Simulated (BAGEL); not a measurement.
# C2H3Si (SMILES [C]#C[SiH3]) at UHF/6-31G(d) (density fitting with qzvpp-jkfit, spherical functions)

What is the vertical ionisation energy of C2H3Si at UHF/6-31G* (density fitting with qzvpp-jkfit, spherical functions)? 

Program for the calculation: BAGEL 1.2.2.

4 further runs of the same task are left out: 3 that didn't finish, 1 set aside as unsound or not needed. Runs told in other sessions of the task aren't counted.

## Step 1: The system as given

C2H3Si: 6 atoms, total charge 0, spin state doublet. As SMILES, `[C]#C[SiH3]`. The shape is that of a PBE0-D4/def2-TZVP optimisation.

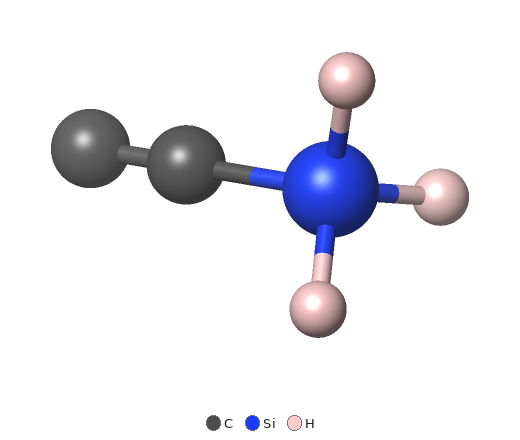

The structure, seen from a chosen angle (carbon dark grey, silicon blue, hydrogen pink).

## Step 2: The energy at UHF/6-31G(d) (density fitting with qzvpp-jkfit, spherical functions)

hf.json

```json
{ "bagel" : [

{
  "title" : "molecule",
  "basis" : "6-31gs.json",
  "df_basis" : "qzvpp-jkfit",
  "angstrom" : true,
  "geometry" : [
    { "atom" : "C", "xyz" : [       1.099800,      -1.943700,       1.067500 ] },
    { "atom" : "C", "xyz" : [       0.563900,      -0.994100,       0.538900 ] },
    { "atom" : "Si", "xyz" : [      -0.246300,       0.437400,      -0.257000 ] },
    { "atom" : "H", "xyz" : [      -1.451000,      -0.035700,      -0.979200 ] },
    { "atom" : "H", "xyz" : [       0.706200,       1.059100,      -1.207200 ] },
    { "atom" : "H", "xyz" : [      -0.630600,       1.412800,       0.790800 ] }
  ]
},

{ "title" : "uhf", "charge" : 0, "nopen" : 1 },

{ "title" : "print", "file" : "orbitals.molden", "orbitals" : true }

]}
```

The basis set 6-31G* is read from a file made from the Basis Set Exchange's data (not shown).

Command:

```bash
BAGEL_NUM_THREADS=1 BAGEL hf.json > hf.out
```

The log of the run:

```text
* using 1 threads per process

  ===============================================================
  ===============================================================

  *** Geometry ***

  { "atom" : "C", "xyz" : [      2.078321,     -3.673061,      2.017283 ] },
  { "atom" : "C", "xyz" : [      1.065617,     -1.878577,      1.018373 ] },
  { "atom" : "Si", "xyz" : [     -0.465440,      0.826566,     -0.485660 ] },
  { "atom" : "H", "xyz" : [     -2.741993,     -0.067463,     -1.850420 ] },
  { "atom" : "H", "xyz" : [      1.334525,      2.001409,     -2.281277 ] },
  { "atom" : "H", "xyz" : [     -1.191661,      2.669805,      1.494395 ] },

  Number of auxiliary basis functions:      332

  Since a DF basis is specified, we compute 2- and 3-index integrals:
    o Being stored without compression. Storage requirement is 0.007 GB

  Number of basis functions:       52
  Number of electrons      :       29

    * METHOD: MOLECULE                             0.09

  *** Open-shell HF ***

  === Nuclear Repulsion ===
    76.3671329306

      * DIIS with orbital gradients will be used.

  === UHF iteration (6-31gs.json) ===
      0       -366.12927539          0.03006938           0.03
      1       -366.21146207          0.01189838           0.03
      2       -366.22879773          0.00545805           0.03
      3       -366.23407514          0.00315040           0.03
      4       -366.23849826          0.00175479           0.03
      5       -366.23964364          0.00091373           0.04
      6       -366.24248741          0.00042386           0.04
      7       -366.24457338          0.00029966           0.03
      8       -366.24728746          0.00021286           0.03
      9       -366.24829744          0.00012584           0.03
     10       -366.24819595          0.00011534           0.03
     11       -366.24831647          0.00001510           0.03
     12       -366.24831883          0.00000244           0.03
     13       -366.24831899          0.00000114           0.03
     14       -366.24831900          0.00000057           0.04
     15       -366.24831901          0.00000033           0.03
     16       -366.24831901          0.00000014           0.03
     17       -366.24831901          0.00000007           0.04
     18       -366.24831901          0.00000003           0.03
     19       -366.24831901          0.00000002           0.03
     20       -366.24831901          0.00000000           0.04
    * SCF iteration converged.

    * S^2 (UHF) is 1.1779

    * Permanent dipole moment:
           (    0.061697,    -0.108824,     0.060585) a.u.

    * METHOD: UHF                                  0.79

    * METHOD: PRINT                                0.00

  ===============================================================
```

It took 1 s on 1 thread of Arm Neoverse V2, shared host; peak memory 0.082 GiB.

## Step 3: The singlet cation at the same level

job.json

```json
{ "bagel": [

{
  "title": "molecule",
  "basis": "6-31gs.json",
  "df_basis": "qzvpp-jkfit",
  "angstrom": "true",
  "geometry": [
    { "atom": "C", "xyz": [       1.099800,      -1.943700,       1.067500 ] },
    { "atom": "C", "xyz": [       0.563900,      -0.994100,       0.538900 ] },
    { "atom": "Si", "xyz": [      -0.246300,       0.437400,      -0.257000 ] },
    { "atom": "H", "xyz": [      -1.451000,      -0.035700,      -0.979200 ] },
    { "atom": "H", "xyz": [       0.706200,       1.059100,      -1.207200 ] },
    { "atom": "H", "xyz": [      -0.630600,       1.412800,       0.790800 ] }
  ]
},

{ "title": "hf", "charge": 1 },

{ "title": "print", "file": "orbitals.molden", "orbitals": "true" }

]}
```

The basis set 6-31G* is read from a file made from the Basis Set Exchange's data (not shown).

Command:

```bash
BAGEL_NUM_THREADS=1 BAGEL job.json > job.out
```

The log of the run:

```text
* using 1 threads per process

  ===============================================================
  ===============================================================

  *** Geometry ***

  { "atom" : "C", "xyz" : [      2.078321,     -3.673061,      2.017283 ] },
  { "atom" : "C", "xyz" : [      1.065617,     -1.878577,      1.018373 ] },
  { "atom" : "Si", "xyz" : [     -0.465440,      0.826566,     -0.485660 ] },
  { "atom" : "H", "xyz" : [     -2.741993,     -0.067463,     -1.850420 ] },
  { "atom" : "H", "xyz" : [      1.334525,      2.001409,     -2.281277 ] },
  { "atom" : "H", "xyz" : [     -1.191661,      2.669805,      1.494395 ] },

  Number of auxiliary basis functions:      332

  Since a DF basis is specified, we compute 2- and 3-index integrals:
    o Being stored without compression. Storage requirement is 0.007 GB

  Number of basis functions:       52
  Number of electrons      :       29

    * METHOD: MOLECULE                             0.09

  *** RHF ***

  === Nuclear Repulsion ===
    76.3671329306

      * DIIS with orbital gradients will be used.

  === RHF iteration (6-31gs.json) ===
      0       -365.64749636          0.01418205           0.02
      1       -365.70883590          0.00832968           0.02
      2       -365.72156023          0.00561321           0.02
      3       -365.73006715          0.00201175           0.02
      4       -365.73397752          0.00088779           0.02
      5       -365.73461957          0.00022277           0.02
      6       -365.73463679          0.00006010           0.02
      7       -365.73463879          0.00003348           0.02
      8       -365.73464007          0.00003510           0.02
      9       -365.73463967          0.00003438           0.02
     10       -365.73463816          0.00002924           0.02
     11       -365.73463502          0.00001722           0.02
     12       -365.73463430          0.00000203           0.02
     13       -365.73463429          0.00000081           0.02
     14       -365.73463429          0.00000027           0.02
     15       -365.73463429          0.00000012           0.02
     16       -365.73463429          0.00000007           0.02
     17       -365.73463429          0.00000005           0.02
     18       -365.73463429          0.00000004           0.02
     19       -365.73463429          0.00000003           0.02
     20       -365.73463429          0.00000001           0.02
     21       -365.73463429          0.00000001           0.02
    * SCF iteration converged.

    * Permanent dipole moment:
           (   -0.905290,     1.603185,    -0.892106) a.u.

    * METHOD: HF                                   0.43

    * METHOD: PRINT                                0.00

  ===============================================================
```

It took 0.68 s on 1 thread of Arm Neoverse V2, shared host; peak memory 0.083 GiB.

## Step 4: Results

Level: UHF/6-31G* (density fitting with qzvpp-jkfit, spherical functions).

| quantity | value |
| --- | --- |
| doublet C2H3Si: total energy | -366.24832 Eh |
| doublet C2H3Si: dipole moment | 0.35 D |
| doublet C2H3Si: ⟨S²⟩ | 1.178 |
| singlet cation: total energy | -365.73463 Eh |
| singlet cation: HOMO energy | -18.31 eV |
| singlet cation: LUMO energy | -11.19 eV |
| singlet cation: HOMO–LUMO gap | 7.12 eV |
| vertical ionisation energy (to the singlet cation) | 13.978 eV |

**Reading.** The vertical ionisation energy comes to 13.98 eV (1349 kJ/mol). Only the singlet of the ionised species was computed; a triplet could lie lower. ⟨S²⟩ (doublet C2H3Si) is 1.18 where a pure doublet has 0.75: the reference is spin-contaminated.
